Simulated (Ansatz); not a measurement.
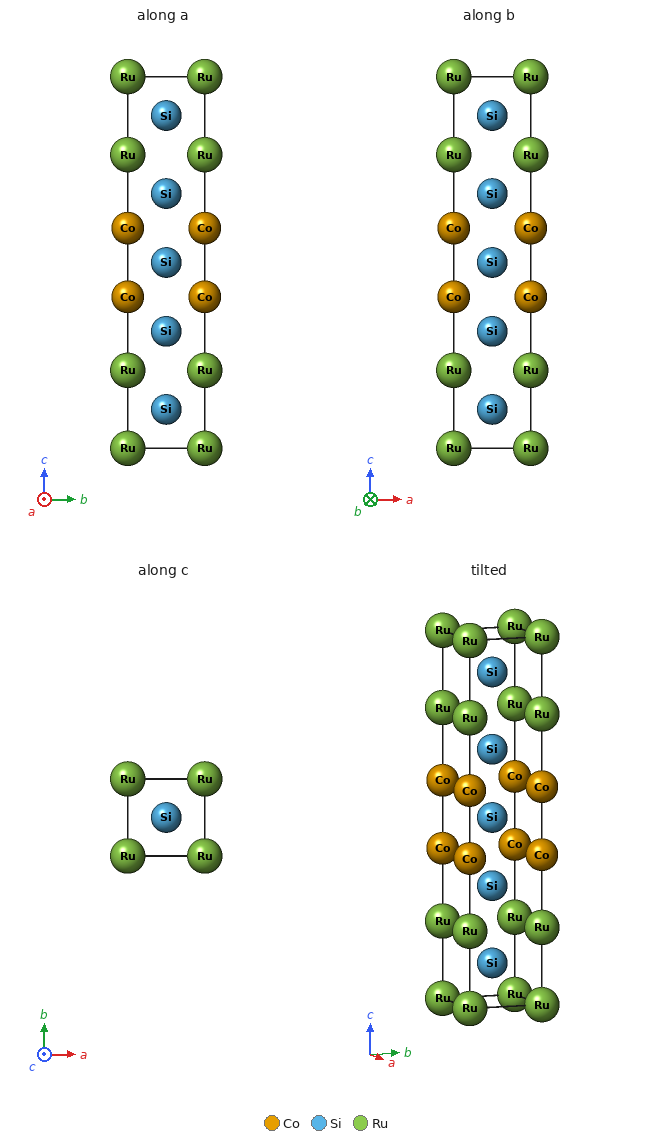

The crystal in a spheres-only representation, seen along the a axis, along the b axis, along the c axis and slightly off an axis. The wireframe shows the conventional unit cell.

Lattice parameters: a = 2.912 Å, b = 2.912 Å, c = 14.053 Å, α = 90.00°, β = 90.00°, γ = 90.00°. Put a along x and b in the xy plane.

Q: Give the structure in the form of a POSCAR file, with free fractional coordinates to two decimals.

A:
```
Co Si Ru
1.0
     2.912    0.000    0.000
     0.000    2.912    0.000
     0.000    0.000   14.053
Co Si Ru
2 5 3
Direct
  0.00 0.00 0.41
  0.00 0.00 0.59
  0.50 0.50 0.10
  0.50 0.50 0.31
  0.50 0.50 0.50
  0.50 0.50 0.69
  0.50 0.50 0.90
  0.00 0.00 0.00
  0.00 0.00 0.21
  0.00 0.00 0.79
```

It derives from a structure type filled with these elements by a generator (whether the compound takes this form wasn't checked). Earlier steps of the study, as a rule a relaxation of our own, may have changed the cell and positions, so they can lie some per cent off the listed ones. It was run through Ansatz as a DFT input.
